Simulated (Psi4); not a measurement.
# [NH3]+ (SMILES [NH3+]), run twice

Wanted: the vertical excitations of [NH3]+, TDHF/6-31++G** (density fitting, Cartesian functions, tdscf states 4).

The calculation is run with Psi4 1.11.

4 further runs of the same task are left out: 4 that didn't finish.

## 1. The molecule

[NH3]+: 4 atoms, total charge +1, spin state doublet. SMILES: `[NH3+]`. The shape is that of a GFN2-xTB optimisation.

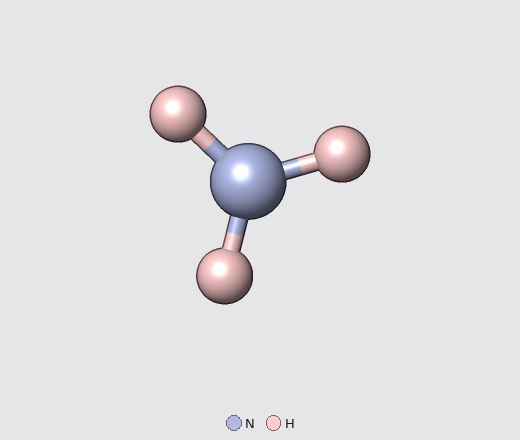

The structure, seen from a chosen angle (nitrogen light blue, hydrogen pink).

## 2. The input as first written

h3n.xyz

```xyz
4
H3N
N      0.000140    -0.000820    -0.000330
H      0.510700    -0.238750     0.859300
H     -0.995460    -0.239520    -0.089810
H      0.484620     0.479080    -0.769160
```

calc.py

```python
import psi4

psi4.set_memory('1600 MB')
psi4.set_num_threads(1)
psi4.set_output_file('output.dat', False)

with open('h3n.xyz') as f:
    atoms = ''.join(f.readlines()[2:])
geom = psi4.geometry('1 2\n' + atoms + 'symmetry c1')

psi4.set_options(dict(basis='6-31++G**', reference='uhf', scf_type='df', tdscf_states=4, tdscf_tda=False, maxiter=6))

e_tot, wfn = psi4.energy('td-hf', return_wfn=True)
print(f'td-hf energy: {e_tot:.10f} Eh')
```

Launch:

```console
python calc.py
```

output.dat:

```text
Psi4 1.11 release

   => Loading Basis Set <=

    Name: 6-31++G**
    Role: ORBITAL
    Keyword: BASIS

         ---------------------------------------------------------
                                   SCF
                              UHF Reference
                        1 Threads,   1525 MiB Core
         ---------------------------------------------------------

  ==> Geometry <==

    Molecular point group: c1
    Full point group: C1

    Geometry (in Angstrom), charge = 1, multiplicity = 2:

       Center              X                  Y                   Z               Mass
    ------------   -----------------  -----------------  -----------------  -----------------
         N            0.000033147176    -0.000193555831    -0.000078132629    14.003074004430
         H            0.510593147176    -0.238123555831     0.859551867371     1.007825032230
         H           -0.995566852824    -0.238893555831    -0.089558132629     1.007825032230
         H            0.484513147176     0.479706444169    -0.768908132629     1.007825032230

  Running in c1 symmetry.

  Rotational constants: A =     10.56075  B =     10.55503  C =      5.27896 [cm^-1]
  Rotational constants: A = 316603.36146  B = 316431.81272  C = 158259.12757 [MHz]
  Nuclear repulsion =   11.704920460444230

  Charge       = 1
  Multiplicity = 2
  Electrons    = 9
  Nalpha       = 5
  Nbeta        = 4

  ==> Algorithm <==

  SCF Algorithm Type is DF.
  DIIS enabled.
  MOM disabled.
  Fractional occupation disabled.
  Guess Type is SAD.
  Energy threshold   = 1.00e-06
  Density threshold  = 1.00e-06
  Integral threshold = 1.00e-12

  ==> Primary Basis <==

  Basis Set: 6-31++G**
    Blend: 6-31++G**
    Number of shells: 20
    Number of basis functions: 37
    Number of Cartesian functions: 37
    Spherical Harmonics?: false
    Max angular momentum: 2

   => Loading Basis Set <=

    Name: (6-31++G** AUX)
    Role: JKFIT
    Keyword: DF_BASIS_SCF

  ==> Integral Setup <==

  DFHelper Memory: AOs need 0.003 GiB; user supplied 1.118 GiB.
  SCF_SUBTYPE=INCORE selected. In-core MEM_DF algorithm will be used.
  Using in-core AOs.

  ==> MemDFJK: Density-Fitted J/K Matrices <==

    J tasked:                   Yes
    K tasked:                   Yes
    wK tasked:                   No
    Memory [MiB]:              1144
    Algorithm:                 Core
    Schwarz Cutoff:           1E-12
    Mask sparsity (%):       0.0000
    Fitting Condition:        1E-10

   => Auxiliary Basis Set <=

  Basis Set: (6-31++G** AUX)
    Blend: AUG-CC-PVDZ-JKFIT
    Number of shells: 64
    Number of basis functions: 206
    Number of Cartesian functions: 206
    Spherical Harmonics?: false
    Max angular momentum: 3

  Minimum eigenvalue in the overlap matrix is 1.5076572776E-02.
  Reciprocal condition number of the overlap matrix is 2.0940420085E-03.
    Using symmetric orthogonalization.

  ==> Pre-Iterations <==

  SCF Guess: Superposition of Atomic Densities via on-the-fly atomic UHF (no occupation information).

   -------------------------
    Irrep   Nso     Nmo
   -------------------------
     A         37      37
   -------------------------
    Total      37      37
   -------------------------

  ==> Iterations <==

                           Total Energy        Delta E     RMS |[F,P]|

   @DF-UHF iter SAD:   -55.57182832130070   -5.55718e+01   0.00000e+00
   @DF-UHF iter   1:   -55.85030292385215   -2.78475e-01   5.66221e-03 ADIIS/DIIS
   @DF-UHF iter   2:   -55.88179295220345   -3.14900e-02   1.46832e-03 ADIIS/DIIS
   @DF-UHF iter   3:   -55.88434942458655   -2.55647e-03   4.66109e-04 ADIIS/DIIS
   @DF-UHF iter   4:   -55.88458588528080   -2.36461e-04   2.43190e-04 ADIIS/DIIS
   @DF-UHF iter   5:   -55.88470095860065   -1.15073e-04   9.62647e-05 DIIS
   @DF-UHF iter   6:   -55.88472381403751   -2.28554e-05   1.88021e-05 DIIS

PsiException: Could not converge SCF iterations in 6 iterations.

  Failed to converge.
```

Standard output:

```text
Traceback (most recent call last):
  File "calc.py", line 13, in <module>
    e_tot, wfn = psi4.energy('td-hf', return_wfn=True)
psi4.driver.p4util.exceptions.SCFConvergenceError: Could not converge SCF iterations in 6 iterations.
```

It took 1.2 s on 1 thread of INTEL XEON PLATINUM 8581C at 2.10GHz (Emerald Rapids), shared host; peak memory 0.19 GiB.

## 3. Diagnosis

The run stopped without converging.

The log says `psi4.driver.p4util.exceptions.SCFConvergenceError: Could not converge SCF iterations in 6 iterations.`. The fault: the iteration cap is too low for convergence. To mend it: iteration cap at its default in place of 6.

## 4. The mended input

h3n.xyz is that of step 2.

h3n.py

```python
import psi4

psi4.set_memory('1600 MB')
psi4.set_num_threads(1)
psi4.core.set_output_file('run.log', False)

with open('h3n.xyz') as f:
    atoms = ''.join(f.readlines()[2:])
m = psi4.geometry('1 2\n' + atoms + 'symmetry c1')

psi4.set_options({
    'basis': '6-31++G**',
    'reference': 'uhf',
    'scf_type': 'df',
    'tdscf_states': 4,
    'tdscf_tda': False,
})

e, wfn = psi4.energy('td-scf', return_wfn=True)
print(f'td-scf energy: {e:.10f} Eh')
for k, v in sorted(psi4.core.scalar_variables().items()):
    print(f'{k:45s} {v:18.10f}')
```

Launch:

```console
python h3n.py
```

run.log:

```text
[...]
  Running in c1 symmetry.
[...]
  Nuclear repulsion =   11.704920460444230
[...]
  Multiplicity = 2
[...]
  Nalpha       = 5
  Nbeta        = 4
[...]
    Number of basis functions: 37
[...]
   @DF-UHF iter   1:   -55.85030292385215   -2.78475e-01   5.66221e-03 ADIIS/DIIS
[...]
   @DF-UHF iter   8:   -55.88472462924402   -1.59093e-08   3.99025e-07 DIIS
[...]
   @S^2 Observed:                7.606075872E-01
[...]
    Orbital Energies [Eh]
    ---------------------
    Alpha Occupied:
       1A    -16.017507     2A     -1.583365     3A     -1.057304
       4A     -1.057232     5A     -0.918214
    Alpha Virtual:
       6A     -0.152297     7A     -0.092555     8A     -0.092547
       9A     -0.040530    10A      0.017301    11A      0.026494
      12A      0.026539    13A      0.075858    14A      0.075886
      15A      0.082006    16A      0.714001    17A      0.793893
      18A      0.793909    19A      0.866368    20A      0.866580
      21A      0.884091    22A      1.050708    23A      1.308652
      24A      1.308735    25A      1.954399    26A      1.986213
[...]
  @DF-UHF Final Energy:   -55.88472462924402
   => Energetics <=
    Nuclear Repulsion Energy =             11.7049204604442298
    One-Electron Energy =                 -95.0530179034267775
    Two-Electron Energy =                  27.4633728137385340
    Total Energy =                        -55.8847246292440190
  UHF NO Occupations:
  HONO-2 :    3  A 1.9990070
  HONO-1 :    4  A 1.9966760
[...]
 Multipole Moments:
 ------------------------------------------------------------------------------------
     Multipole            Electronic (a.u.)      Nuclear  (a.u.)        Total (a.u.)
 ------------------------------------------------------------------------------------
 L = 1.  Multiply by 2.5417464519 to convert [e a0] to [Debye]
 Dipole X            :          0.0000979           -0.0004319           -0.0003340
 Dipole Y            :         -0.0008118            0.0025217            0.0017099
 Dipole Z            :         -0.0002924            0.0010179            0.0007256
 Magnitude           :                                                    0.0018873
[...]
**********                               WARNING                                **********
**********       The names of excited state variables changed between 1.5       **********
[...]
**********                               WARNING                                **********
**********  Length-gauge rotatory strengths are **NOT** gauge-origin invariant  **********
[...]
                                    Excitation Energy         Total Energy        Oscillator Strength             Rotatory Strength
[...]
Excited State    1 (1 A):   0.28320 au   160.89 nm f = 0.0000
[...]
Excited State    2 (1 A):   0.28328 au   160.84 nm f = 0.0000
[...]
Excited State    3 (1 A):   0.46268 au   98.48 nm f = 0.0224
[...]
Excited State    4 (1 A):   0.54237 au   84.01 nm f = 0.0035
[...]
**********                               WARNING                                **********
**********       The names of excited state variables changed between 1.5       **********
[...]
```

Wall time 1.9 s (1 thread of INTEL XEON PLATINUM 8581C at 2.10GHz (Emerald Rapids), shared host); peak memory 0.19 GiB.

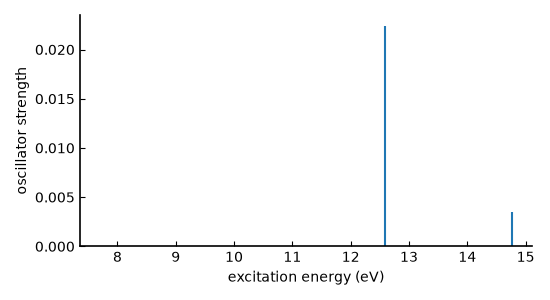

Vertical excitations as sticks.

The roots found:

```
excited state  energy (eV)  strength  label
            1        7.706    0.0000    A 1
            2        7.709    0.0000    A 1
            3       12.590    0.0224    A 1
            4       14.759    0.0035    A 1
```

## 5. Results

At TDHF/6-31++G** (density fitting, Cartesian functions, tdscf states 4):

| quantity | value |
| --- | --- |
| ground-state or mean-field energy | -55.88472 Eh |
| HOMO energy (Hartree–Fock orbitals) (highest over α and β) | -24.99 eV |
| LUMO energy (Hartree–Fock orbitals) (lowest over α and β) | -6.77 eV |
| ⟨S²⟩ of the reference determinant | 0.761 |
| lowest excitation energy | 7.71 eV |

**Reading.** The brightest of the 4 transitions from the ground state lies at 12.59 eV (98 nm, f = 0.022); the lowest, at 7.71 eV, has f = 0.000.
